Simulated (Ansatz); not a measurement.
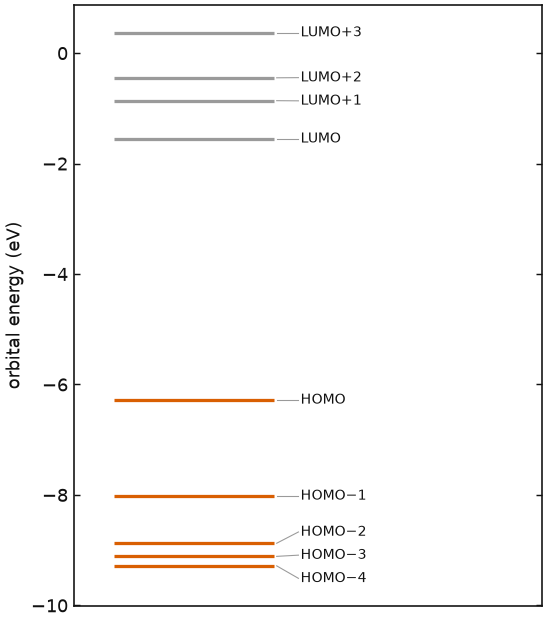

CH₄FGaS, SMILES [F][GaH][CH2]S, singlet. Kohn-Sham orbital energies near the frontier, B97M-V/def2-TZVPP in the Ansatz code, at a PBE0-D4/def2-TZVP geometry (a minimum by its frequencies), isolated molecule; empty levels in grey, levels within 0.03 eV side by side.

> Where do the frontier orbitals lie?

HOMO at −6.28 eV, LUMO at −1.55 eV, 4.73 eV apart.

> How far below the HOMO does the next level lie?

1.74 eV.

Caveats: no scalar relativity up to krypton; one conformer of a flexible molecule; empty levels above zero depend strongly on the basis.
